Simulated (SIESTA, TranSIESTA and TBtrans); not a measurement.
Device: Fe chain with one N atom inserted. Leads: straight Fe chain, spacing 2.25 Å. Geometry: 3 atoms about the centre moved by SIESTA (PBE, DZP) to a largest force of 0.03 eV/Å, all others as built, motion along the axis alone.

Method: TranSIESTA and TBtrans, PBE, DZP numerical orbitals (energy shift 0.15 eV), PseudoDojo norm-conserving scalar-relativistic potentials, mesh cutoff 200 Ry, 300 K, spin-polarised (collinear), no spin-orbit coupling; self-consistent non-equilibrium Green functions.

Energies count from the leads' Fermi level. Transmissions are for each spin. The energy step is 0.01 eV; narrower resonances are cut or missed.

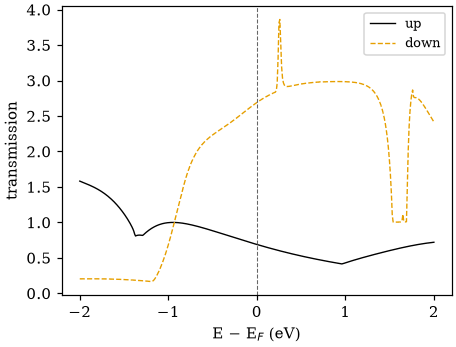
Figure. Transmission against energy

| E (eV) | T up | T down | lead channels up | down |
|---|---|---|---|---|
| -2.00 | 1.58 | 0.20 | 4 | 1 |
| -1.80 | 1.47 | 0.20 | 4 | 1 |
| -1.60 | 1.27 | 0.20 | 4 | 1 |
| -1.40 | 0.91 | 0.19 | 4 | 1 |
| -1.20 | 0.91 | 0.17 | 1 | 1 |
| -1.00 | 1.00 | 0.68 | 1 | 3 |
| -0.80 | 0.98 | 1.63 | 1 | 4 |
| -0.60 | 0.92 | 2.12 | 1 | 4 |
| -0.40 | 0.84 | 2.32 | 1 | 4 |
| -0.20 | 0.76 | 2.50 | 1 | 4 |
| 0.00 | 0.69 | 2.69 | 1 | 4 |
| 0.20 | 0.62 | 2.83 | 1 | 4 |
| 0.40 | 0.56 | 2.93 | 1 | band edge |
| 0.60 | 0.50 | 2.97 | 1 | band edge |
| 0.80 | 0.45 | 2.98 | 1 | 4 |
| 1.00 | 0.43 | 2.98 | 3 | 4 |
| 1.20 | 0.50 | 2.95 | 3 | 4 |
| 1.40 | 0.57 | 2.66 | 3 | 4 |
| 1.60 | 0.63 | 1.00 | 3 | 2 |
| 1.80 | 0.68 | 2.76 | 3 | 3 |
| 2.00 | 0.72 | 2.42 | 3 | 3 |

The magnetic order of the leads was set by the start, and no other order was tried; the separate lead runs end at 3.39 (left) and 3.39 (right) μB an atom. The straight chain is held at its spacing; free chains may zigzag or dimerise.
